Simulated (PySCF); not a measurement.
Consider C8H14Si.

The calculation's input:

```
{"job": {"kind": "nmr", "xc": "PBE0", "basis": "pcSseg-1"}, "charge": 0, "multiplicity": 1}
C      2.754303     0.842399    -0.315609
C      1.856043    -0.275377    -0.619919
C      1.421206    -1.226440    -1.395147
C      0.720319    -1.088759    -0.073154
C     -0.687016    -0.538529     0.028638
C     -1.677958    -1.696223    -0.061895
C     -0.887309     0.307531     1.316338
C     -1.195394     1.689651     0.704313
Si    -1.109793     0.985607    -1.068530
H      3.390820     0.584139     0.531799
H      2.171837     1.721240    -0.038570
H      3.383795     1.083491    -1.170987
H      1.467365    -1.777820    -2.301455
H      0.939025    -1.825052     0.704585
H     -1.498544    -2.414341     0.739403
H     -1.569485    -2.213321    -1.013686
H     -2.703441    -1.341198     0.020146
H     -1.713544    -0.064403     1.921884
H      0.006680     0.316805     1.940292
H     -2.155613     2.091983     1.019845
H     -0.441973     2.435376     0.950561
H     -0.088304     1.541152    -1.954818
H     -2.387772     0.889071    -1.776597
```

Command:

```sh
OMP_NUM_THREADS=1 python probes_run.py task.json out
```

Geometry: GFN2-xTB.

All numbers below come from PBE0/pcSseg-1, SCF density, gas phase, non-relativistic (PySCF 2.14.0).

### Predict the electron density and electron localisation function between the atoms.

C–C (1.30 Å): the density is about 2.3 e/Å³ at the midpoint; the ELF peaks at about 0.85 between the atoms: a short, multiple covalent bond.
C–H (1.06 Å): ρ is about 2.1 e/Å³ halfway; the ELF climbs to about 1 towards the hydrogen, as it does in any bond to H (an ordinary covalent bond to hydrogen).
C–C (1.47 Å): the density is about 1.8 e/Å³ at the midpoint; the ELF peaks at about 0.95 between the atoms: localised, covalent bonding.

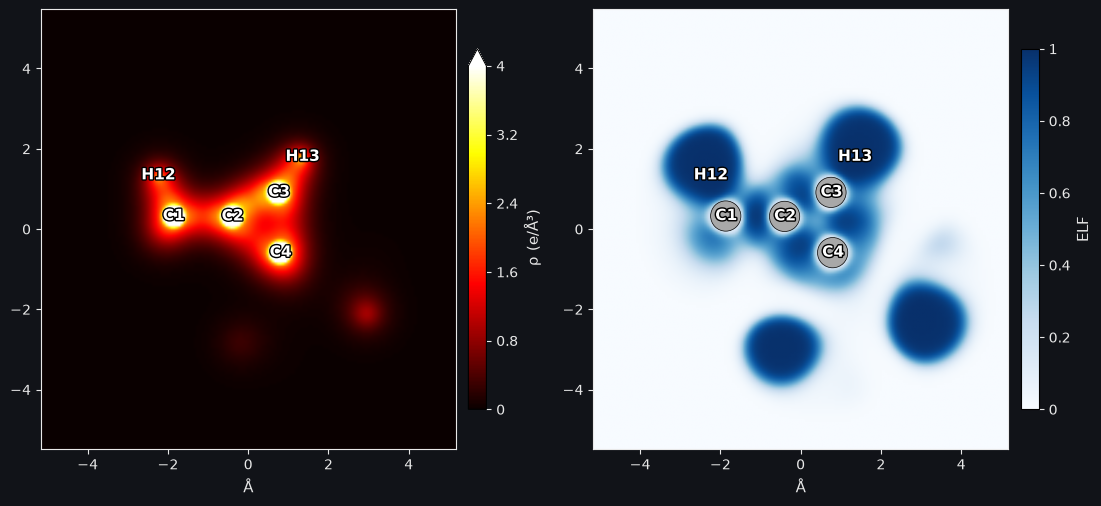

Computed electron density and electron localisation function on the plane of atoms C1, C2 and C4, in this order. Grey discs cover the atomic cores in the ELF map. 
